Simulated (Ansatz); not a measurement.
# BH4N···NH3: what the fields show

```xyz
10

B     0.0710   -0.0987   -0.1842
H    -0.1286   -0.5266    0.9120
N     1.3411   -0.1846   -0.7323
H     2.1296   -0.5742   -0.2479
H     1.5545    0.1302   -1.6618
H    -0.8280    0.3348   -0.8483
N     0.0156    2.1957    1.3481
H     0.9131    2.2470    0.8887
H    -0.6852    2.4308    0.6599
H    -0.1301    1.2083    1.6031
```

Not at a stationary point (largest force 1.1 eV/Å).

Level of theory: RKS BHLYP-D4/def2-SVP (Ansatz).

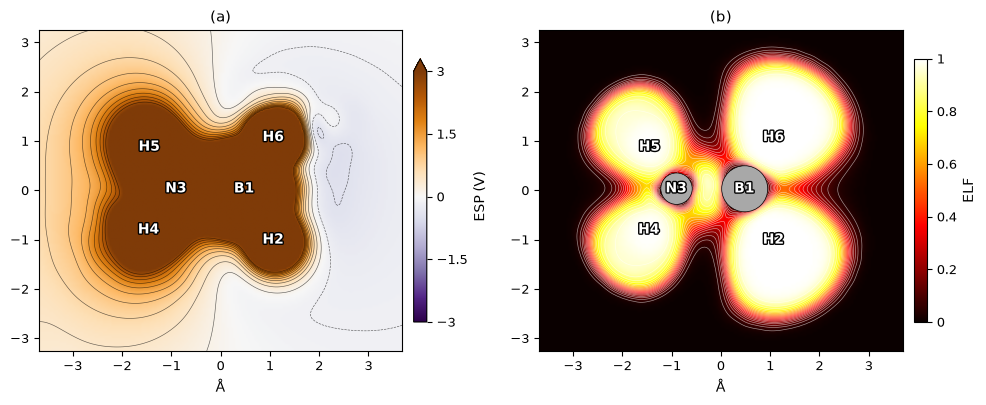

Figure 1. (a) molecular electrostatic potential; (b) electron localisation function on the plane of atoms H2, B1 and H6. Grey discs cover the atomic cores in the ELF map.

### Interpret the plot.

- The section cuts through B, H and N sites.
- B–N (1.39 Å): the ELF peaks at about 0.95 between the atoms (a polar covalent bond).
- N–H (1.00 Å): the ELF climbs to about 1 towards the hydrogen, as it does in any bond to H: a covalent bond by its length.
- B–H (1.19 Å): the ELF climbs to about 1 towards the hydrogen: an ordinary covalent bond to hydrogen.
- Outside the dense part of the complex the potential is most negative (−0.5 V) near H6.

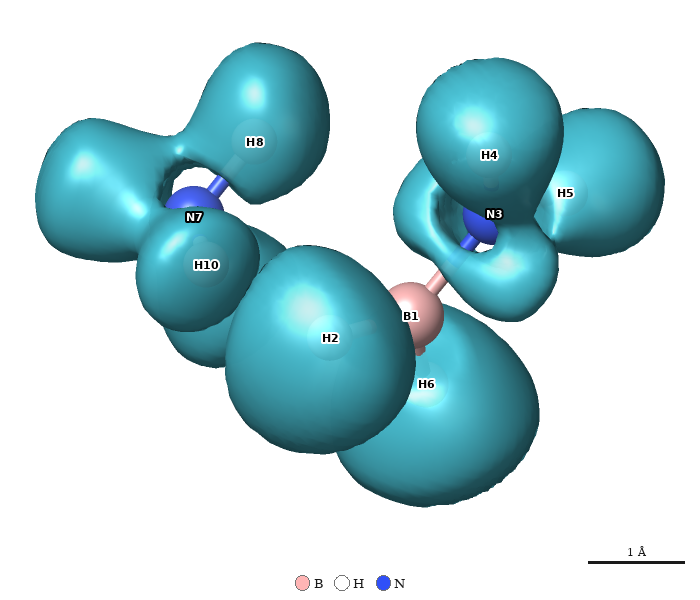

Figure 2. Isosurface of the electron localisation function at 0.8 (cyan), seen at a tilt. Core shells and regions of very low density are left out.

### What do the ELF domains correspond to?

The ELF exceeds this value in two regions around hydrogen nuclei and two joined regions spread over several atoms (H, N), in which their bonds and any lone pairs are merged.


B1···H10 (2.22 Å): the ELF dips to about 0.10 between them.

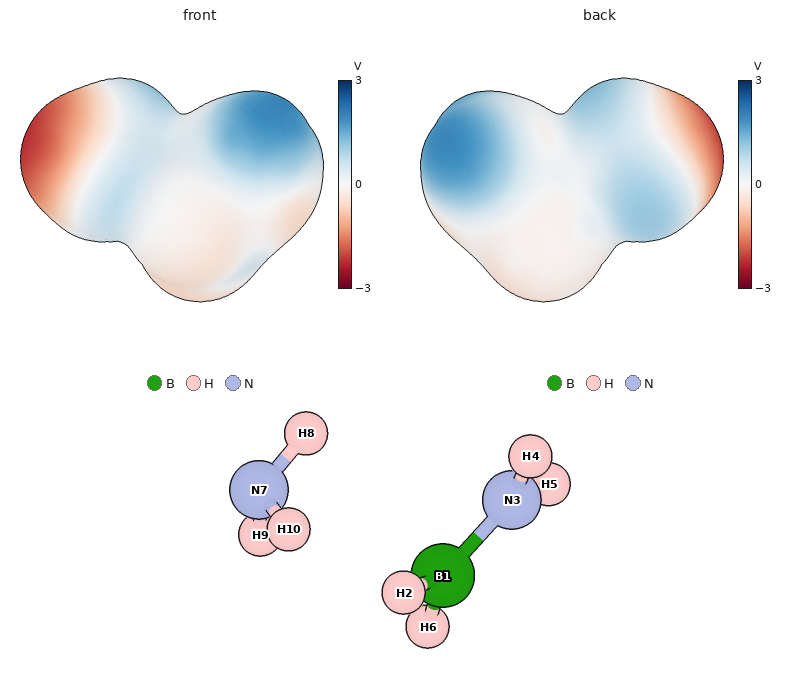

Figure 3. The electrostatic potential painted on the density surface at 0.002 e/bohr³, seen from the front and from behind; red is negative and blue positive. The bare structure is drawn below in the same view.

### Describe the electrostatic potential map.

The most negative region (about −2.1 V) lies over N7, the most positive (about +1.9 V) over H4 and H5. N7 is the likeliest acceptor of a hydrogen bond.
